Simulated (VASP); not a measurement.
Band structure of ZrS$_{2}$ (1T layered). All values below come from revTPSS meta-GGA, VASP's PBE PAW potentials (set 64) (plane waves; VASP).

Without a dispersion term in the relaxation, distances and binding between the weakly bound layers, chains or molecules are unreliable, and so is what depends on them.

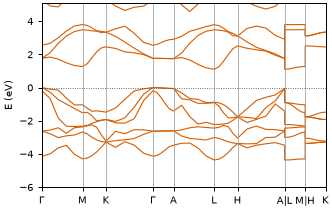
Bands along high-symmetry lines, zero at the valence-band maximum or, without a gap, the Fermi level

Read the plot: is there a gap, and where are the band edges?

The gap is indirect, 1.10 eV, from the valence maximum at Γ to the conduction minimum at L.

Measured: gap 1.70 eV (computed value off by -0.60 eV), as given by Miłosz Rybak et al., Nanomaterials (2022), arXiv:2210.12074.

The compound is ZrS2 in the 1T layered structure. It was relaxed first, which changed the volume by +9 %.
